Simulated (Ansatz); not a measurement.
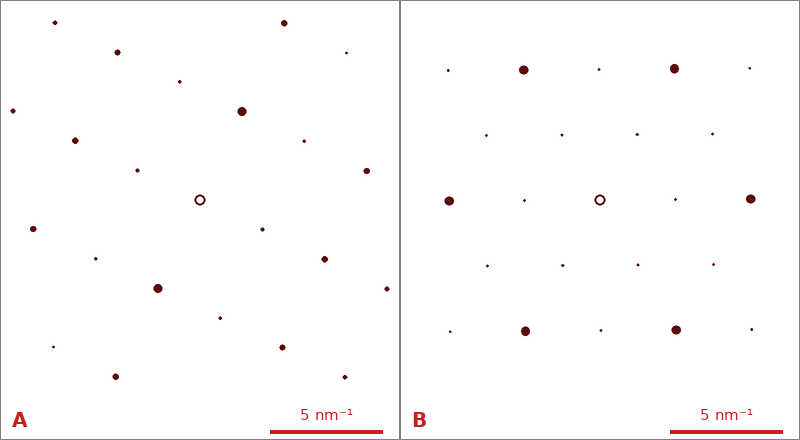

Kinematic electron diffraction patterns (200 kV, B = 0.5 Å², same scale, each along a low-index zone) of two structures of composition BiW3, each relaxed at zero pressure with DFT PBE, scalar-relativistic, plane waves, PAW (Ansatz 0.2.0).

The structures (standard cells):
1. P6_3/mmc (No. 194), a = 6.439 Å, c = 4.541 Å (hexagonal axes), 8 atoms; generated start, possibly hypothetical
2. Pm-3m (No. 221), a = 4.168 Å, 4 atoms; generated start, possibly hypothetical

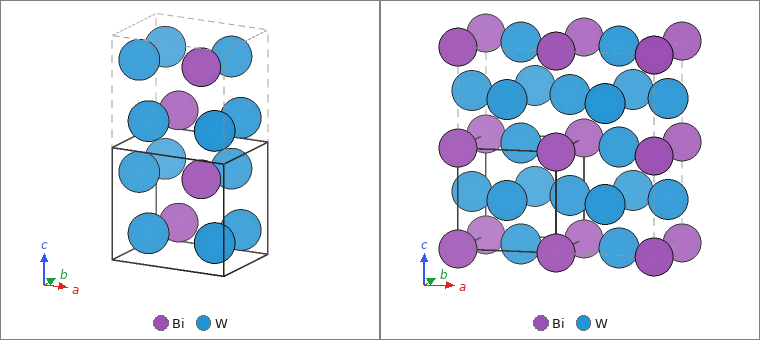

Drawings of the structures 1 to 2, from left to right (each may span several cells).

**Which pattern belongs to which structure, and along which zone?**

A is structure 1 along [210] or an equivalent direction: rectangular net of 1 -2 0 (weak) at d = 3.22 Å and 0 0 2 at d = 2.27 Å, 90.0° apart (some points of this net are extinct or too weak to see). B is structure 2 along [111] or an equivalent direction: hexagonal net of -1 1 0 (weak) at d = 2.95 Å and -1 0 1 (weak) at d = 2.95 Å, 60.0° apart.

**Rank the structures by their computed energy.**

Structure 1 (P6_3/mmc, 20.38 Å³ an atom) is the lowest of these; structure 2 (Pm-3m, 18.10 Å³ an atom) lies about 280 meV an atom higher. These are static energies at 0 K; other structures, not shown, may lie lower still.
